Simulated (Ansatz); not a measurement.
# CH5BFN: the cost of one run

Program: Ansatz 0.2.0. Level of theory: UKS PBE-D4/6-31G*. These are calculated values, not measurements.

## (1) Starting point

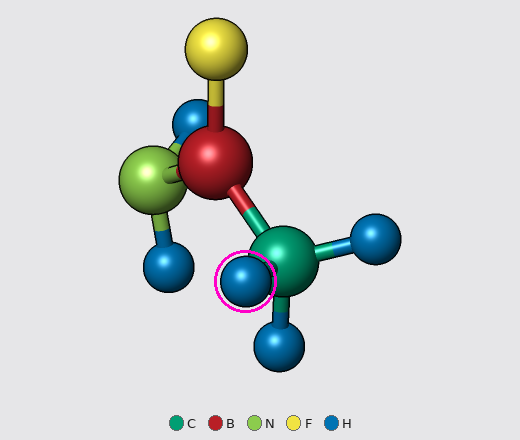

Start, viewed from a free direction; carbon teal, boron red, nitrogen green, fluorine yellow, hydrogen blue. Ringed: H7.

Coordinates:

```xyz
9

C    -0.3525    0.9075   -0.5106
B    -0.0593   -0.5853   -0.2797
N     0.2830   -1.0994    1.0923
F    -0.0323   -1.4915   -1.3954
H     0.3108    1.3673   -1.2810
H    -0.3249    1.5444    0.4213
H    -1.4075    1.0395   -0.9131
H     1.3307   -1.4491    1.0348
H     0.3405   -0.2797    1.8143
```

## (2) End point A

Contents of input.yaml:

```yaml
crystal:
  periodic: [false, false, false]
  atoms:
    - { symbol: C, position_ang: [-0.3525, 0.9075, -0.5106] }
    - { symbol: B, position_ang: [-0.0593, -0.5853, -0.2797] }
    - { symbol: "N", position_ang: [0.283, -1.0994, 1.0923] }
    - { symbol: F, position_ang: [-0.0323, -1.4915, -1.3954] }
    - { symbol: H, position_ang: [0.3108, 1.3673, -1.281] }
    - { symbol: H, position_ang: [-0.3249, 1.5444, 0.4213] }
    - { symbol: H, position_ang: [-1.4075, 1.0395, -0.9131] }
    - { symbol: H, position_ang: [1.3307, -1.4491, 1.0348] }
    - { symbol: H, position_ang: [0.3405, -0.2797, 1.8143] }
magnetization:
  spin_polarized: true
basis:
  gaussian: { orbitals: "6-31G*" }
hamiltonian:
  xc: pbe
  dispersion: d4
relax:
  f_tol: 0.02
  max_steps: 50
```

The run is started by

```
> ansatz run input.yaml --threads 2 --pin off --max-ram 3072MiB --backend cpu --events-out ev --progress --plain --runs-dir out
```

Q: Estimate wall time and peak memory on 2 threads of Intel Xeon 6975P-C (Granite Rapids), shared host.

About 10 s, with a peak of 0.18 GiB.
